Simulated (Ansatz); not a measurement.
# K on Ta(110): change of the work function

How does one ordered layer of K (hollow site) change the work function of Ta(110), and what dipole does each adsorbate carry?

Method: plane-wave DFT, PBE, Ansatz PAW, in Ansatz 0.2.0.

### Step 1. The structure

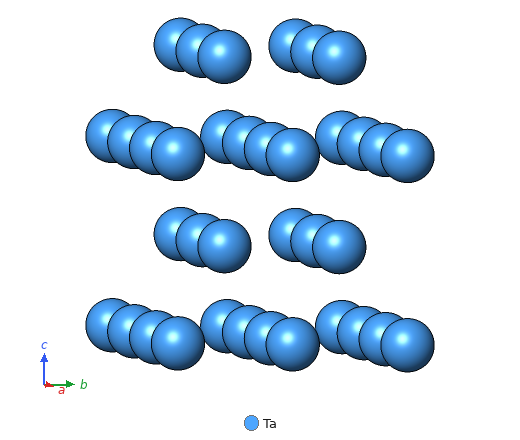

Start, viewed from the side, with the c axis up; tantalum blue. 3×2×1 cells are drawn. Some periodic images of atoms are drawn too.

The cell holds 4 atoms: 4 Ta. Its edges and angles: a = 2.867 Å, b = 2.867 Å, c = 25.022 Å, α = 90.0°, β = 90.0°, γ = 70.5°. Vacuum lies along c.

### Step 2. The clean slab

The bare slab comes first, as the zero from which every change is counted. The two lowest layers are held at bulk places and the upper ones relax. The dipole correction removes the false field that a one-sided slab makes across the periodic vacuum, so each face gets a flat vacuum level of its own.

Contents of input.yaml:

```yaml
crystal:
  lattice:
    - [2.3405234457, -1.655, 0.0]
    - [2.3405234457, 1.655, 0.0]
    - [0.0, 0.0, 25.0215703372]
  atoms:
    - { symbol: Ta, position: [0.0, 0.0, 0.3596896549] }
    - { symbol: Ta, position: [0.5, 0.5, 0.453229885] }
    - { symbol: Ta, position: [0.0, 0.0, 0.546770115] }
    - { symbol: Ta, position: [0.5, 0.5, 0.6403103451] }
kpoints:
  mp_grid: { grid: [12, 12, 1] }
hamiltonian:
  xc: pbe
scf:
  occupations: { method: fermi_dirac, width: 0.1 }
  convergence: { dr2_threshold: 1.0e-08 }
efield:
  axis: 3
  dipole_correction: true
  ramp_position: 0.97
  ramp_width: 0.06
relax:
  f_tol: 0.02
  max_steps: 60
  constraints: [{ sites: [0, 1] }]
output:
  write_potential: true
  write_density: true
  volumetric_format: npy
```

Launch:

```sh
$ ansatz run input.yaml --threads 4 --pin off --max-ram 6144MiB --backend cpu --events-out ev --progress --plain --runs-dir out
```

Numbers of over 12 decimals in the logs are rounded to 6 here.

The log of the run:

```text
Engine: ansatz 0.2.0, aarch64-unknown-linux-gnu
Pseudopotentials: kind: paw
Pseudopotential: Ta, paw, valence charge 13, recommended cutoff 420 eV (normal), Ta.paw.azcp
Functional definition: PBE
  parameter kappa = 0.804
  parameter beta = 0.066725
  exchange = pbe_x(kappa = kappa, mu = beta*pi^2/3)
  correlation = pbe_c(beta = beta)
Crystal: 4 atoms, lattice volume = 193.845 Å³
Basis set: ecut = 420 eV, 3793 PW (Γ), exchange–correlation on 40×40×360 points (8 copies of the dense FFT grid, shifted against one another)
Bands: 32, of which v1, the nominal top of the filled ones, is band 26 counted from 1 (25 counted from 0)
Symmetry: 4 space group operations
k-points: 43 of 144
Non-local potential: Ta, projectors of the file, l = 0: 3, l = 1: 2, l = 2: 2, l = 3: 1
PAW form: soft (Blöchl's): semilocal exchange-correlation on the pseudo side does not see the compensation charge
PAW one-centre angular grid: Ta, 590 points (default); XC on 64 Gauss nodes
Initial density: superposition of atomic densities (neutral atoms: chi_scale 0, normalization atom), corrected by the library's trained network
Initial wavefunctions: pseudopotential atomic-orbital guess
Functional: x = pbe(κ = 0.804, μ = 0.219515), c = pbe(β = 0.066725)
SCF iter   1: F=—  HF=-39726.805781 eV  |F-HF|=—  |Δ(HF+E_count)|=         —  Δρ=5.76e-3  dr2=1.31e0  ethr=1.77e-3  p=0.000 e·Å  D=2.87e-15 V/Å  ΔV_dip=-0.00 eV  dr2_dipole=3.97e-7  V_vac-E_F(+/−)=4.99/4.99 eV  ⟨swp⟩=7.2  Hψ=6700  notcnv=0
efield: sawtooth ramp at fractional position 0.9700 (set: `efield.ramp_position`, or a place that a band, a saddle search or an elastic batch's reference lends), width 0.0600; the density the first Hamiltonian is built on has a dipole p = 0.000 e·Å; the dipole correction subtracts the counter field D = 2.87e-15 V/Å, which shifts the + side's vacuum level by -0.00 eV against the − side's; the planar-averaged density in the ramp window peaks in size at 1.7e-5 e/Å³
preconditioner: auto → LDOS  [metal: Δε(μ)=0.027 eV  Ē_g=3.845 eV  σ=0.100 eV  W_gap=0.07  n_scr=16 (ndim 8)  ℏωp=11.9 eV  f_vac=0.544  D(μ)=5.69/eV (n_scr^D=18)  β→1.0]
SCF iter   2: F=—  HF=-39726.762829 eV  |F-HF|=—  |Δ(HF+E_count)|=   4.30e-2  Δρ=1.63e-3  dr2=8.36e-3  ethr=1.77e-3  p=0.000 e·Å  D=1.67e-5 V/Å  ΔV_dip=-0.00 eV  dr2_dipole=3.15e-7  V_vac-E_F(+/−)=4.81/4.81 eV  ⟨swp⟩=1.4  Hψ=1741  notcnv=0
SCF iter   3: F=—  HF=-39726.763830 eV  |F-HF|=—  |Δ(HF+E_count)|=   1.00e-3  Δρ=5.10e-4  dr2=2.77e-3  ethr=1.61e-5  p=0.000 e·Å  D=3.06e-6 V/Å  ΔV_dip=-0.00 eV  dr2_dipole=3.35e-9  V_vac-E_F(+/−)=4.83/4.83 eV  ⟨swp⟩=2.9  Hψ=2823  notcnv=0
SCF iter   4: F=—  HF=-39726.763797 eV  |F-HF|=—  |Δ(HF+E_count)|=   3.32e-5  Δρ=1.73e-4  dr2=1.10e-4  ethr=5.34e-6  p=0.000 e·Å  D=2.16e-6 V/Å  ΔV_dip=-0.00 eV  dr2_dipole=4.75e-12  V_vac-E_F(+/−)=4.82/4.82 eV  ⟨swp⟩=2.3  Hψ=2226  notcnv=0
SCF iter   5: F=—  HF=-39726.763802 eV  |F-HF|=—  |Δ(HF+E_count)|=   5.00e-6  Δρ=5.33e-5  dr2=4.45e-6  ethr=2.12e-7  p=0.000 e·Å  D=1.34e-6 V/Å  ΔV_dip=-0.00 eV  dr2_dipole=4.23e-11  V_vac-E_F(+/−)=4.81/4.81 eV  ⟨swp⟩=2.5  Hψ=2216  notcnv=0
SCF iter   6: F=—  HF=-39726.763676 eV  |F-HF|=—  |Δ(HF+E_count)|=   1.25e-4  Δρ=2.05e-5  dr2=1.62e-6  ethr=8.57e-9  p=0.000 e·Å  D=6.97e-7 V/Å  ΔV_dip=-0.00 eV  dr2_dipole=2.92e-13  V_vac-E_F(+/−)=4.81/4.81 eV  ⟨swp⟩=2.7  Hψ=2519  notcnv=0
SCF iter   7: F=—  HF=-39726.763677 eV  |F-HF|=—  |Δ(HF+E_count)|=   4.16e-7  Δρ=5.04e-6  dr2=4.42e-8  ethr=3.12e-9  p=0.000 e·Å  D=3.02e-7 V/Å  ΔV_dip=-0.00 eV  dr2_dipole=1.73e-12  V_vac-E_F(+/−)=4.81/4.81 eV  ⟨swp⟩=2.7  Hψ=2586  notcnv=0
SCF iter   8: F=-39726.763677 eV  HF=-39726.763677 eV  |F-HF|=1.95e-8  |Δ(HF+E_count)|=   7.49e-8  Δρ=1.58e-6  dr2=3.85e-9  ethr=1.92e-11  p=0.000 e·Å  D=1.31e-7 V/Å  ΔV_dip=-0.00 eV  dr2_dipole=1.82e-13  V_vac-E_F(+/−)=4.81/4.81 eV  ⟨swp⟩=10.9  Hψ=10415  notcnv=0
SCF 1 converged in 8 iterations: F = -39726.763677 eV  dr2 = 3.85e-9
  greatest PAW one-centre occupation: 0.999 electrons in one spin orbital (limit 2), on the Ta atom at site 0 (counted from 0), in its partial waves of l = 0
relax step   1: F+E_penalty+E_count = -39726.76367691 eV  Δ(F+E_penalty+E_count) = +0.000e0 eV  max|allowed force component| = 4.148e-1 eV/Å  Δτ_max = 0.0000 Å  (8 SCF iters, accepted)
Initial density: handed on by an earlier stage of this run
Initial wavefunctions: those handed on with the density
iter 1 solved again at ethr=2.39e-3 eV; its pass at ethr=3.10e-3 eV (dr2=1.24e0 eV) is discarded
SCF iter   1: F=—  HF=-39726.839725 eV  |F-HF|=—  |Δ(HF+E_count)|=         —  Δρ=9.90e-3  dr2=1.15e0  ethr=2.39e-3  p=0.000 e·Å  D=1.07e-6 V/Å  ΔV_dip=-0.00 eV  dr2_dipole=5.18e-3  V_vac-E_F(+/−)=4.85/4.85 eV  ⟨swp⟩=1.1  Hψ=5524  notcnv=0
efield: sawtooth ramp at fractional position 0.9700 (set: `efield.ramp_position`, or a place that a band, a saddle search or an elastic batch's reference lends), width 0.0600; the density the first Hamiltonian is built on has a dipole p = 0.000 e·Å; the dipole correction subtracts the counter field D = 1.07e-6 V/Å, which shifts the + side's vacuum level by -0.00 eV against the − side's; the planar-averaged density in the ramp window peaks in size at 9.3e-6 e/Å³
preconditioner: auto → LDOS  [metal: Δε(μ)=0.002 eV  Ē_g=3.957 eV  σ=0.100 eV  W_gap=0.00  n_scr=16 (ndim 8)  ℏωp=11.9 eV  f_vac=0.555  D(μ)=5.52/eV (n_scr^D=18)  β→1.0]
SCF iter   2: F=—  HF=-39726.769057 eV  |F-HF|=—  |Δ(HF+E_count)|=   7.07e-2  Δρ=5.59e-3  dr2=2.66e-1  ethr=2.21e-3  p=0.012 e·Å  D=1.12e-2 V/Å  ΔV_dip=-0.28 eV  dr2_dipole=6.71e-3  V_vac-E_F(+/−)=4.53/4.81 eV  ⟨swp⟩=3.0  Hψ=2184  notcnv=0
SCF iter   3: F=—  HF=-39726.745759 eV  |F-HF|=—  |Δ(HF+E_count)|=   2.33e-2  Δρ=1.82e-3  dr2=2.99e-2  ethr=5.11e-4  p=0.006 e·Å  D=5.53e-3 V/Å  ΔV_dip=-0.14 eV  dr2_dipole=1.11e-3  V_vac-E_F(+/−)=4.69/4.83 eV  ⟨swp⟩=3.1  Hψ=2953  notcnv=0
SCF iter   4: F=—  HF=-39726.742032 eV  |F-HF|=—  |Δ(HF+E_count)|=   3.73e-3  Δρ=4.37e-4  dr2=8.85e-4  ethr=5.74e-5  p=0.006 e·Å  D=5.97e-3 V/Å  ΔV_dip=-0.15 eV  dr2_dipole=2.49e-5  V_vac-E_F(+/−)=4.67/4.82 eV  ⟨swp⟩=2.3  Hψ=2120  notcnv=0
SCF iter   5: F=—  HF=-39726.742227 eV  |F-HF|=—  |Δ(HF+E_count)|=   1.95e-4  Δρ=1.46e-4  dr2=1.02e-4  ethr=1.70e-6  p=0.006 e·Å  D=5.82e-3 V/Å  ΔV_dip=-0.15 eV  dr2_dipole=1.05e-5  V_vac-E_F(+/−)=4.68/4.82 eV  ⟨swp⟩=2.2  Hψ=2050  notcnv=0
SCF iter   6: F=—  HF=-39726.742256 eV  |F-HF|=—  |Δ(HF+E_count)|=   2.93e-5  Δρ=4.66e-5  dr2=2.46e-5  ethr=1.96e-7  p=0.006 e·Å  D=5.53e-3 V/Å  ΔV_dip=-0.14 eV  dr2_dipole=6.35e-6  V_vac-E_F(+/−)=4.68/4.82 eV  ⟨swp⟩=2.4  Hψ=2107  notcnv=0
SCF iter   7: F=—  HF=-39726.742246 eV  |F-HF|=—  |Δ(HF+E_count)|=   1.02e-5  Δρ=1.66e-5  dr2=2.34e-6  ethr=4.72e-8  p=0.006 e·Å  D=5.42e-3 V/Å  ΔV_dip=-0.14 eV  dr2_dipole=1.74e-8  V_vac-E_F(+/−)=4.69/4.82 eV  ⟨swp⟩=2.3  Hψ=1764  notcnv=0
SCF iter   8: F=—  HF=-39726.742124 eV  |F-HF|=—  |Δ(HF+E_count)|=   1.22e-4  Δρ=4.53e-6  dr2=6.34e-8  ethr=4.51e-9  p=0.006 e·Å  D=5.34e-3 V/Å  ΔV_dip=-0.13 eV  dr2_dipole=2.64e-9  V_vac-E_F(+/−)=4.69/4.82 eV  ⟨swp⟩=2.0  Hψ=1815  notcnv=0
SCF iter   9: F=—  HF=-39726.742124 eV  |F-HF|=—  |Δ(HF+E_count)|=   6.07e-8  Δρ=1.58e-6  dr2=1.93e-8  ethr=1.92e-11  p=0.006 e·Å  D=5.32e-3 V/Å  ΔV_dip=-0.13 eV  dr2_dipole=5.06e-9  V_vac-E_F(+/−)=4.69/4.82 eV  ⟨swp⟩=11.3  Hψ=10973  notcnv=0
SCF iter  10: F=-39726.742124 eV  HF=-39726.742124 eV  |F-HF|=1.79e-9  |Δ(HF+E_count)|=   1.34e-8  Δρ=5.81e-7  dr2=1.34e-9  ethr=1.92e-11  p=0.006 e·Å  D=5.31e-3 V/Å  ΔV_dip=-0.13 eV  dr2_dipole=4.40e-10  V_vac-E_F(+/−)=4.69/4.82 eV  ⟨swp⟩=10.0  Hψ=9405  notcnv=0
SCF 2 converged in 10 iterations: F = -39726.742124 eV  dr2 = 1.34e-9
  greatest PAW one-centre occupation: 1.000 electrons in one spin orbital (limit 2), on the Ta atom at site 3 (counted from 0), in its partial waves of l = 0
relax step   2: F+E_penalty+E_count = -39726.74212442 eV  Δ(F+E_penalty+E_count) = +2.155e-2 eV  max|allowed force component| = 7.793e-1 eV/Å  Δτ_max = 0.1926 Å  (10 SCF iters, rejected (line search))
iter 1 solved again at ethr=8.38e-4 eV; its pass at ethr=3.10e-3 eV (dr2=4.36e-1 eV) is discarded
SCF iter   1: F=—  HF=-39726.815846 eV  |F-HF|=—  |Δ(HF+E_count)|=         —  Δρ=5.63e-3  dr2=4.24e-1  ethr=8.38e-4  p=0.006 e·Å  D=5.31e-3 V/Å  ΔV_dip=-0.13 eV  dr2_dipole=4.73e-3  V_vac-E_F(+/−)=4.67/4.80 eV  ⟨swp⟩=1.2  Hψ=4821  notcnv=0
efield: sawtooth ramp at fractional position 0.9700 (set: `efield.ramp_position`, or a place that a band, a saddle search or an elastic batch's reference lends), width 0.0600; the density the first Hamiltonian is built on has a dipole p = 0.006 e·Å; the dipole correction subtracts the counter field D = 5.31e-3 V/Å, which shifts the + side's vacuum level by -0.13 eV against the − side's; the planar-averaged density in the ramp window peaks in size at 5.6e-6 e/Å³
preconditioner: auto → LDOS  [metal: Δε(μ)=0.011 eV  Ē_g=3.847 eV  σ=0.100 eV  W_gap=0.03  n_scr=16 (ndim 8)  ℏωp=11.9 eV  f_vac=0.548  D(μ)=5.97/eV (n_scr^D=30)  β→1.0]
SCF iter   2: F=—  HF=-39726.790129 eV  |F-HF|=—  |Δ(HF+E_count)|=   2.57e-2  Δρ=3.00e-3  dr2=5.27e-2  ethr=8.15e-4  p=-0.002 e·Å  D=-1.66e-3 V/Å  ΔV_dip=0.04 eV  dr2_dipole=2.68e-3  V_vac-E_F(+/−)=4.86/4.82 eV  ⟨swp⟩=2.7  Hψ=2118  notcnv=0
SCF iter   3: F=—  HF=-39726.784849 eV  |F-HF|=—  |Δ(HF+E_count)|=   5.28e-3  Δρ=1.14e-3  dr2=1.41e-2  ethr=1.01e-4  p=0.002 e·Å  D=2.13e-3 V/Å  ΔV_dip=-0.05 eV  dr2_dipole=1.26e-3  V_vac-E_F(+/−)=4.77/4.82 eV  ⟨swp⟩=2.8  Hψ=2591  notcnv=0
SCF iter   4: F=—  HF=-39726.783334 eV  |F-HF|=—  |Δ(HF+E_count)|=   1.52e-3  Δρ=3.41e-4  dr2=1.45e-3  ethr=2.72e-5  p=0.002 e·Å  D=1.77e-3 V/Å  ΔV_dip=-0.04 eV  dr2_dipole=2.49e-4  V_vac-E_F(+/−)=4.77/4.82 eV  ⟨swp⟩=2.0  Hψ=1772  notcnv=0
SCF iter   5: F=—  HF=-39726.783268 eV  |F-HF|=—  |Δ(HF+E_count)|=   6.56e-5  Δρ=1.01e-4  dr2=7.32e-5  ethr=2.78e-6  p=0.002 e·Å  D=1.73e-3 V/Å  ΔV_dip=-0.04 eV  dr2_dipole=4.36e-6  V_vac-E_F(+/−)=4.77/4.82 eV  ⟨swp⟩=2.1  Hψ=1774  notcnv=0
SCF iter   6: F=—  HF=-39726.783249 eV  |F-HF|=—  |Δ(HF+E_count)|=   1.90e-5  Δρ=2.91e-5  dr2=2.16e-6  ethr=1.41e-7  p=0.002 e·Å  D=1.85e-3 V/Å  ΔV_dip=-0.05 eV  dr2_dipole=9.87e-8  V_vac-E_F(+/−)=4.77/4.82 eV  ⟨swp⟩=2.8  Hψ=2503  notcnv=0
SCF iter   7: F=—  HF=-39726.783127 eV  |F-HF|=—  |Δ(HF+E_count)|=   1.22e-4  Δρ=1.01e-5  dr2=3.48e-7  ethr=4.15e-9  p=0.002 e·Å  D=1.92e-3 V/Å  ΔV_dip=-0.05 eV  dr2_dipole=1.11e-8  V_vac-E_F(+/−)=4.77/4.82 eV  ⟨swp⟩=2.3  Hψ=2301  notcnv=0
SCF iter   8: F=—  HF=-39726.783127 eV  |F-HF|=—  |Δ(HF+E_count)|=   2.34e-7  Δρ=2.98e-6  dr2=4.09e-8  ethr=6.70e-10  p=0.002 e·Å  D=1.98e-3 V/Å  ΔV_dip=-0.05 eV  dr2_dipole=1.09e-10  V_vac-E_F(+/−)=4.77/4.82 eV  ⟨swp⟩=2.3  Hψ=2073  notcnv=0
SCF iter   9: F=-39726.783127 eV  HF=-39726.783127 eV  |F-HF|=3.39e-9  |Δ(HF+E_count)|=   3.83e-8  Δρ=1.03e-6  dr2=5.51e-9  ethr=1.92e-11  p=0.002 e·Å  D=1.99e-3 V/Å  ΔV_dip=-0.05 eV  dr2_dipole=6.10e-10  V_vac-E_F(+/−)=4.77/4.82 eV  ⟨swp⟩=10.8  Hψ=10464  notcnv=0
SCF 3 converged in 9 iterations: F = -39726.783127 eV  dr2 = 5.51e-9
relax step   3: F+E_penalty+E_count = -39726.78312741 eV  Δ(F+E_penalty+E_count) = -1.945e-2 eV  max|allowed force component| = 1.779e-2 eV/Å  Δτ_max = 0.0888 Å  (9 SCF iters, accepted)
NSCF: frozen V_eff on 43 k-points
the band table was solved once a step of the walk had ended and its energy, with any forces and stress, was formed, with the checks that follow a solve (7258 applications of the Hamiltonian). They found nothing against the state; the energy, forces and stress were not computed again (output.eigenvalues in the input reference)
WARN: The output density's exchange-correlation potential varies sharply where the density is thin. Do not read a vacuum level from v_tot or v_xc, or from such a field of the output density. On a cell that repeats whose density bears no net charge and no dipole along the vacuum's axis use v_es (v_loc + v_h of the components); under efield.dipole_correction with no amplitude use v_es + v_field, which holds any externa [...]
SCF converged after 9 iterations
Free energy (F): -39726.783127 eV
Harris-Foulkes:  -39726.783127 eV  (|F-HF|=3.39e-9)
Internal energy: -39726.594280 eV  (E = F + TS)
E sigma→0 (E₀):  -39726.688704 eV
Entropy (-TS):   -0.188848 eV (-47.212 meV/atom)
Fermi energy:    4.106388 eV
Dipole field:    D = 0.002028 V/Å  (p = 0.002172 e·Å, saw-weighted, corrected)
Work function:   Φ+ = 4.7668 eV   Φ− = 4.8176 eV
Levels:          The Fermi level and band energies are counted from a zero that moves with the ramp; work functions are not
--- Per-component energies (eV) ---
  E_band       = -1175.816873
  E_kinetic    = 1457.922004
  E_local      = -55624.545187  (includes V_loc(G=0)·N_el)
  E_nonlocal   = 59.651063
  E_hartree    = 27096.646443
  E_xc         = -870.143284
  E_vxc        = -811.251716  (∫ρ·V_xc dr)
  E_paw        = -33585.914433  (= ΣΔE_a)
  E_vpaw       = -450.895849  (= ΣTr[D̂ρ^β])
  E_aug_tail   = 0.000571  (compensation charges beyond the density's cutoff)
  E_efield     = 0.000002  (sawtooth field / dipole correction)
  E_vefield    = 0.002282  (∫n·V_field dr)
  E_ewald      = 21739.788541
  E_smearing   = -0.188848  (= −TS)
  E_closure    = -0.000000  (closes the sum)
  Σ components = -39726.783127   (vs F -39726.783127, Δ=0.00e0)
--- Forces (eV/Å), atoms counted from 1 ---
  atom   1  Ta     0.00000000     0.00000000     0.43128867
  atom   2  Ta     0.00000000     0.00000000    -0.43322402
  atom   3  Ta     0.00000000     0.00000000    -0.01585177
  atom   4  Ta     0.00000000     0.00000000     0.01778526
  max |Σ_I F_I| component: 1.87e-6 eV/Å
--- Band table (eV; the first three rows and the last of 43) ---
  k-point 0: bands = [... 22 lower, 3.5859, 3.8018, 3.9092, 4.4738, 4.5203, 4.6621, 5.1191, 5.3470, ... 2 higher]
  k-point 1: bands = [... 22 lower, 3.5025, 3.7840, 3.9078, 4.2606, 4.4534, 4.7338, 5.0508, 5.2065, ... 2 higher]
  k-point 2: bands = [... 22 lower, 3.3305, 3.6231, 3.8165, 3.9022, 4.1304, 4.4107, 5.2264, 5.4658, ... 2 higher]
  k-point 42: bands = [... 22 lower, 2.9030, 3.3565, 4.2352, 5.6752, 5.9858, 6.4812, 6.5254, 6.5718, ... 2 higher]
--- Relaxed structure (3 steps of the walk, 2 accepted, 0 SCFs on fresh bases) ---
  F+E_penalty+E_count = -39726.78312741 eV   max|allowed force component| = 1.779e-2 eV/Å
  atoms:
    - { symbol: Ta, position: [0.0, 0.0, 0.3596896549] }
    - { symbol: Ta, position: [0.5, 0.5, 0.453230] }
    - { symbol: Ta, position: [0.0, 0.0, 0.546866] }
    - { symbol: Ta, position: [0.5, 0.5, 0.636762] }
```

Elapsed: 20 s, on 4 threads of Arm Neoverse V1, shared host; peak memory 0.57 GiB.

Relaxation path:

```tsv
step	energy less that of the first step (eV)	largest force component (eV/Å)
1	0.0000	0.4148
2	0.0216	0.7793
3	-0.0194	0.0178
```

Relaxation step 2 was tried and not accepted.

The run keeps the 4 symmetry operations that it works with, so distortions that break them were not tested.

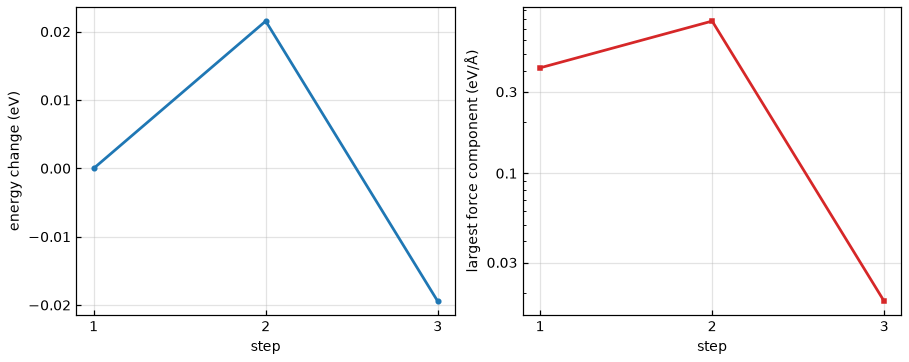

Energy and largest force along the relaxation.

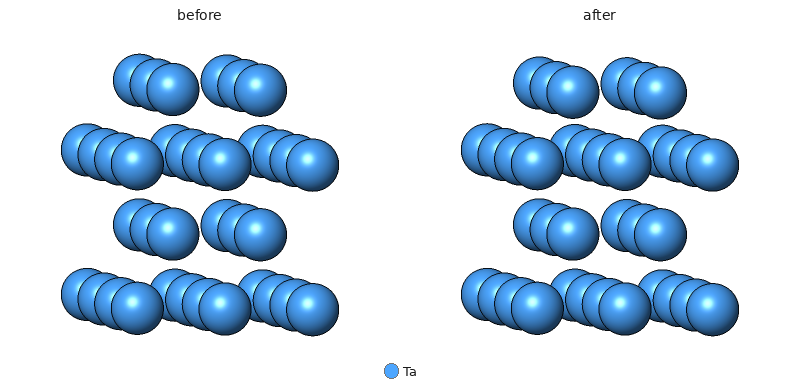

Before and after, at one scale.

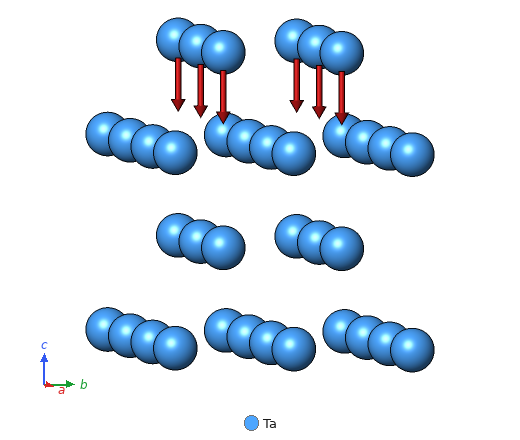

Displacements in the relaxation, exaggerated; the longest in the cell stands for 0.09 Å. 3×2×1 cells are drawn. Some periodic images of atoms are drawn too.

The atoms that moved most (Å):

```tsv
atom	dx	dy	dz	length
Ta4	0.000	0.000	-0.089	0.089
```

The relaxed structure:

```cif
data_structure
_symmetry_space_group_name_H-M 'P 1'
_symmetry_Int_Tables_number 1
_cell_length_a 2.8665
_cell_length_b 2.8665
_cell_length_c 25.0216
_cell_angle_alpha 90.000
_cell_angle_beta 90.000
_cell_angle_gamma 70.529
_cell_volume 193.85
loop_
_atom_site_label
_atom_site_type_symbol
_atom_site_fract_x
_atom_site_fract_y
_atom_site_fract_z
_atom_site_occupancy
Ta1 Ta 0.00000 0.00000 0.35969 1
Ta2 Ta 0.50000 0.50000 0.45323 1
Ta3 Ta 0.00000 0.00000 0.54687 1
Ta4 Ta 0.50000 0.50000 0.63676 1
```

This step gave:

```yaml
energy_at_zero_smearing: -39726.6887 eV
work_function_upper_face: 4.767 eV
work_function_lower_face: 4.818 eV
dipole_along_the_normal: 0.002172 e·Å
step_between_the_vacuum_levels: -0.05074 eV
```

Running mean over 2.341 Å of the planar mean; the ramp of the sawtooth is left out. The electron's electrostatic potential energy less the Fermi level by z:

```tsv
z (Å)	electron's electrostatic potential energy less the Fermi level (eV)
4	4.82
5	4.80
6	4.62
7	2.96
8	-5.19
9	-10.1
10	-10.0
11	-9.98
12	-9.96
13	-9.96
14	-10.3
15	-10.9
16	-10.1
17	-4.55
18	3.18
19	4.60
20	4.75
21	4.77
```

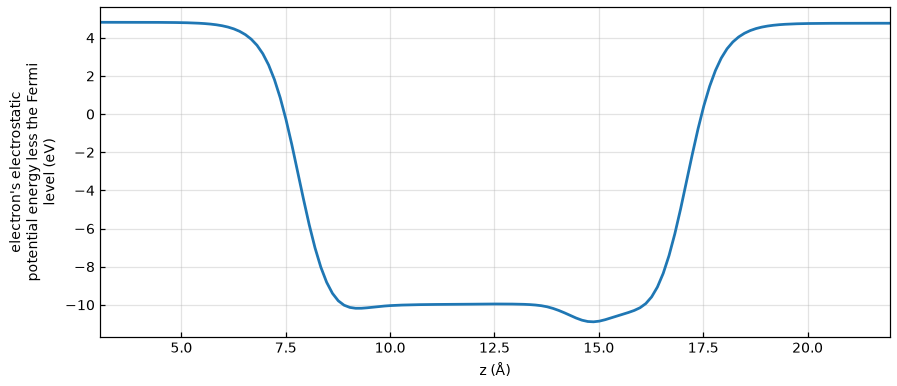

Electron's electrostatic potential energy less the Fermi level against z.

The relaxation took 3 steps and lowered the energy by 0.019 eV; the largest force on the free atoms ends at 0.018 eV/Å.

The work function of the upper face is 4.77 eV.

[end of part 1 of 3]

[Logs are printed without paths, hosts, clocks, repeated set-up lines and the standing remarks that a program may print on its own settings, such as how far it seeks lower states.]

[Hosts, paths, dates, database ids (printed as entryN), source tags and the programs' standing remarks are cut or masked in the printed files.]

[Maps of the electrostatic potential energy from Ansatz leave out the sawtooth potential of an applied field or a dipole correction, so their vacuum need not be flat; planar profiles and work functions include it.]
